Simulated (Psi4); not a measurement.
# B3LYP/def2-SVP (core potential, sweep point 1) run of SnCl2 (SMILES [Cl][Sn][Cl])

What is the vertical singlet–triplet gap of SnCl2 at B3LYP/def2-SVP (core potential, sweep point 1)? The job is set up through a Python script.

The results are computed with Psi4 1.11.

### 1 Starting point

SnCl2 has 3 atoms, charge 0, and is taken as a singlet. SMILES: `[Cl][Sn][Cl]`. Geometry: a GFN2-xTB relaxation, a rough one for these elements and not checked as a minimum.

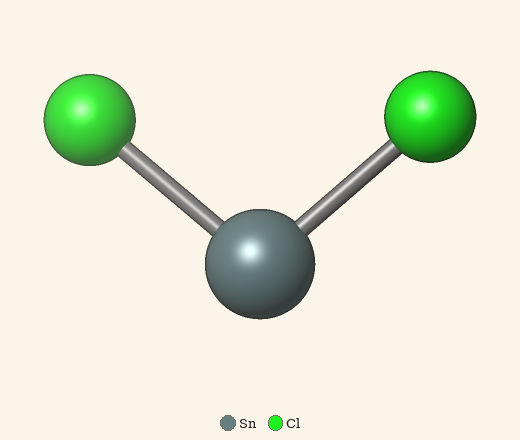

Viewed from a chosen angle; tin teal, chlorine green.

### 2 The energy at B3LYP/def2-SVP (core potential, sweep point 1)

Contents of run.py:

```python
import psi4

psi4.set_memory('1600 MB')
psi4.set_num_threads(1)
psi4.set_output_file('output.dat', False)

molecule = psi4.geometry("""
0 1
Sn     0.004910    -0.007160    -1.023740
Cl     1.812600    -0.019020     0.521020
Cl    -1.817510     0.026180     0.502720
units angstrom
symmetry c1
""")

psi4.set_options({
    'basis': 'def2-SVP',
    'puream': True,
    'scf_type': 'pk',
    'dft_radial_points': 99,
    'dft_spherical_points': 590,
})

result, w = psi4.energy('b3lyp', return_wfn=True)
print(f'b3lyp energy: {result:.10f} Eh')
for k, v in sorted(psi4.core.scalar_variables().items()):
    print(f'{k:45s} {v:18.10f}')
```

On the command line:

```sh
$ python run.py
```

output.dat (excerpt; [...] marks lines left out):

```text
[...]
    !!!  WARNING: ECP capability is in beta. Please check occupations closely.  !!!
[...]
  Running in c1 symmetry.
[...]
  Nuclear repulsion =  208.601236606419718
[...]
  Multiplicity = 1
[...]
  Nalpha       = 28
  Nbeta        = 28
[...]
    Number of basis functions: 62
[...]
   @RKS iter   1: -1134.54943301297203   -1.31622e+00   5.96377e-03 DIIS/ADIIS
[...]
   @RKS iter   7: -1134.61851421441679   -1.54411e-07   8.35913e-07 DIIS
[...]
    Orbital Energies [Eh]
    ---------------------
    Doubly Occupied:
       1A   -101.480685     2A   -101.480618     3A     -9.434944
       4A     -9.434881     5A     -7.200240     6A     -7.200183
       7A     -7.196559     8A     -7.196501     9A     -7.195066
      10A     -7.195008    11A     -5.144055    12A     -3.488444
      13A     -3.483407    14A     -3.480852    15A     -1.070447
      16A     -1.067656    17A     -1.066591    18A     -1.065383
      19A     -1.061044    20A     -0.797746    21A     -0.781028
      22A     -0.485003    23A     -0.361286    24A     -0.330227
      25A     -0.327704    26A     -0.308416    27A     -0.299413
      28A     -0.279075
[...]
  @RKS Final Energy: -1134.61851421441679
   => Energetics <=
    Nuclear Repulsion Energy =            208.6012366064197181
    One-Electron Energy =               -2063.8864750851744247
    Two-Electron Energy =                 780.9399970834058422
    DFT Exchange-Correlation Energy =     -60.2732728190678841
    Empirical Dispersion Energy =           0.0000000000000000
    VV10 Nonlocal Energy =                  0.0000000000000000
    Total Energy =                      -1134.6185142144167912
[...]
 Multipole Moments:
 ------------------------------------------------------------------------------------
     Multipole            Electronic (a.u.)      Nuclear  (a.u.)        Total (a.u.)
 ------------------------------------------------------------------------------------
 L = 1.  Multiply by 2.5417464519 to convert [e a0] to [Debye]
 Dipole X            :         -0.1947461            0.1894463           -0.0052997
 Dipole Y            :        -40.0025333           38.7973534           -1.2051799
 Dipole Z            :         -0.0000000           -0.0000000           -0.0000000
 Magnitude           :                                                    1.2051916
[...]
```

Standard output:

```text
b3lyp energy: -1134.6185142144 Eh
CURRENT ENERGY                                  -1134.6185142144
CURRENT REFERENCE ENERGY                        -1134.6185142144
DD SOLVATION ENERGY                                 0.0000000000
DFT FUNCTIONAL TOTAL ENERGY                     -1134.6185142144
DFT TOTAL ENERGY                                -1134.6185142144
DFT VV10 ENERGY                                     0.0000000000
DFT XC ENERGY                                     -60.2732728191
GRID ELECTRONS ALPHA                               28.0000005356
GRID ELECTRONS BETA                                28.0000005356
GRID ELECTRONS TOTAL                               56.0000010712
NUCLEAR REPULSION ENERGY                          208.6012366064
ONE-ELECTRON ENERGY                             -2063.8864750852
PCM POLARIZATION ENERGY                             0.0000000000
PE ENERGY                                           0.0000000000
SCF ITERATION ENERGY                            -1134.6185142144
SCF ITERATIONS                                      7.0000000000
SCF TOTAL ENERGY                                -1134.6185142144
TWO-ELECTRON ENERGY                               780.9399970834
XC GRID RADIAL POINTS                              99.0000000000
XC GRID SPHERICAL POINTS                          590.0000000000
XC GRID TOTAL POINTS                           162357.0000000000
```

Wall time 4.2 s (1 thread of Intel Xeon Platinum 8488C (Sapphire Rapids), shared host); peak memory 0.46 GiB.

### 3 The triplet, same level

Contents of cl2sn.py:

```python
import psi4

psi4.set_memory(1600000000)
psi4.set_num_threads(1)
psi4.core.set_output_file('output.dat', False)

m = psi4.geometry("""
0 3
Sn     0.004910    -0.007160    -1.023740
Cl     1.812600    -0.019020     0.521020
Cl    -1.817510     0.026180     0.502720
symmetry c1
""")

options = {'basis': 'def2-SVP', 'reference': 'uks', 'puream': True, 'scf_type': 'pk', 'dft_radial_points': 99, 'dft_spherical_points': 590, 'maxiter': 150}
psi4.set_options(options)

e = psi4.energy("b3lyp", molecule=m)
print('E =', round(e, 9))
for k, v in sorted(psi4.core.scalar_variables().items()):
    print(f'{k:45s} {v:18.10f}')
```

On the command line:

```sh
$ python cl2sn.py
```

output.dat (excerpt; [...] marks lines left out):

```text
[...]
    !!!  WARNING: ECP capability is in beta. Please check occupations closely.  !!!
[...]
  Running in c1 symmetry.
[...]
  Nuclear repulsion =  208.601236606419718
[...]
  Multiplicity = 3
[...]
  Nalpha       = 29
  Nbeta        = 27
[...]
    Number of basis functions: 62
[...]
   @UKS iter   1: -1134.45508375573331   -1.22187e+00   5.29008e-03 DIIS/ADIIS
[...]
   @UKS iter   9: -1134.50983806505633   -5.30781e-09   5.62684e-07 DIIS
[...]
   @S^2 Observed:                2.004225790E+00
[...]
    Orbital Energies [Eh]
    ---------------------
    Alpha Occupied:
       1A   -101.510212     2A   -101.510166     3A     -9.463546
       4A     -9.463510     5A     -7.233486     6A     -7.233466
       7A     -7.223258     8A     -7.223234     9A     -7.222816
      10A     -7.222791    11A     -5.143461    12A     -3.486563
      13A     -3.484867    14A     -3.479600    15A     -1.074497
      16A     -1.068876    17A     -1.063225    18A     -1.062818
      19A     -1.062075    20A     -0.824200    21A     -0.809318
      22A     -0.505037    23A     -0.391329    24A     -0.351548
      25A     -0.346062    26A     -0.329349    27A     -0.321461
      28A     -0.315217    29A     -0.174418
    Alpha Virtual:
[...]
  @UKS Final Energy: -1134.50983806505633
   => Energetics <=
    Nuclear Repulsion Energy =            208.6012366064197181
    One-Electron Energy =               -2063.0245186534025379
    Two-Electron Energy =                 780.1531131114966229
    DFT Exchange-Correlation Energy =     -60.2396691295699895
    Empirical Dispersion Energy =           0.0000000000000000
    VV10 Nonlocal Energy =                  0.0000000000000000
    Total Energy =                      -1134.5098380650563286
[...]
 Multipole Moments:
 ------------------------------------------------------------------------------------
     Multipole            Electronic (a.u.)      Nuclear  (a.u.)        Total (a.u.)
 ------------------------------------------------------------------------------------
 L = 1.  Multiply by 2.5417464519 to convert [e a0] to [Debye]
 Dipole X            :         -0.1935696            0.1894463           -0.0041233
 Dipole Y            :        -39.6897562           38.7973534           -0.8924028
 Dipole Z            :         -0.0000011           -0.0000000           -0.0000011
 Magnitude           :                                                    0.8924123
[...]
```

The script printed:

```text
E = -1134.509838065
CURRENT ENERGY                                  -1134.5098380651
CURRENT REFERENCE ENERGY                        -1134.5098380651
DD SOLVATION ENERGY                                 0.0000000000
DFT FUNCTIONAL TOTAL ENERGY                     -1134.5098380651
DFT TOTAL ENERGY                                -1134.5098380651
DFT VV10 ENERGY                                     0.0000000000
DFT XC ENERGY                                     -60.2396691296
GRID ELECTRONS ALPHA                               29.0000005717
GRID ELECTRONS BETA                                27.0000005287
GRID ELECTRONS TOTAL                               56.0000011004
NUCLEAR REPULSION ENERGY                          208.6012366064
ONE-ELECTRON ENERGY                             -2063.0245186534
PCM POLARIZATION ENERGY                             0.0000000000
PE ENERGY                                           0.0000000000
SCF ITERATION ENERGY                            -1134.5098380651
SCF ITERATIONS                                      9.0000000000
SCF TOTAL ENERGY                                -1134.5098380651
TWO-ELECTRON ENERGY                               780.1531131115
XC GRID RADIAL POINTS                              99.0000000000
XC GRID SPHERICAL POINTS                          590.0000000000
XC GRID TOTAL POINTS                           162357.0000000000
```

Run time: 6 s. Hardware: 1 thread of Intel Xeon Platinum 8488C (Sapphire Rapids), shared host; peak memory 0.46 GiB.

### 4 What came out

At B3LYP/def2-SVP (core potential, sweep point 1):

| quantity | value |
| --- | --- |
| singlet: total energy | -1134.61851 Eh |
| singlet: dipole moment | 3.06 D |
| singlet: HOMO energy | -7.59 eV |
| singlet: LUMO energy | -3.18 eV |
| singlet: HOMO–LUMO gap | 4.41 eV |
| triplet: total energy | -1134.50984 Eh |
| triplet: dipole moment | 2.27 D |
| triplet: HOMO energy (highest over α and β) | -4.75 eV |
| triplet: ⟨S²⟩ | 2.004 |
| vertical energy of the triplet above the singlet | 2.957 eV |

At this shape the triplet lies 2.96 eV (68 kcal/mol) above the singlet.
